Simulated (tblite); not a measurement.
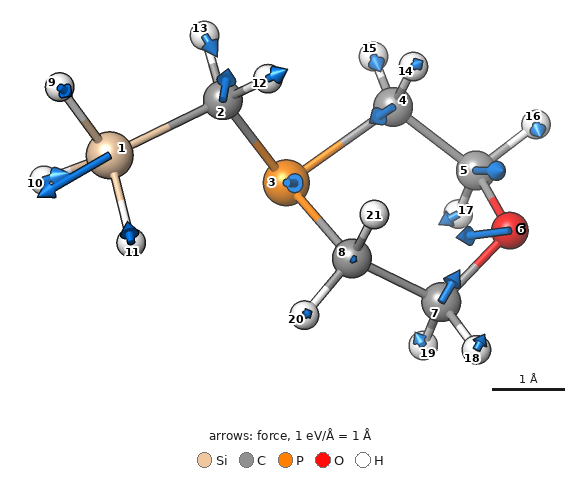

Starting geometry of C$_{5}$H$_{13}$OPSi with the computed forces as blue arrows. Style: ball-and-stick. Shown at a tilt.

These are results of GFN2-xTB geometry optimisation, gas phase (tblite 0.8.0), not measurements. 

Q: What follows when this structure is relaxed?

A: It isn't relaxed: the largest force vector, on Si1, is 1.24 eV/Å. The final displacements have little in common with the starting forces (cosine between the two patterns 0.16). H10 moves most after the best rigid fit: 0.27 Å. By element the largest moves are H 0.27 Å, Si 0.11 Å, P 0.10 Å, C 0.09 Å, O 0.06 Å. Near-neighbour distances that change, for instance: C5–O6 1.444 → 1.407 Å, Si1–C2 1.872 → 1.904 Å, Si1–H10 1.489 → 1.462 Å, Si1–H9 1.483 → 1.465 Å. Among the angles between lasting bonds that change: C4–C5–H17 113.0° → 109.5°, C2–Si1–H10 111.6° → 108.9°, C8–C7–H19 112.0° → 109.3°. After 75 geometry steps the energy has fallen by 0.115 eV. The run took 0.63 s on 1 thread of Arm Neoverse V1, on a shared host.
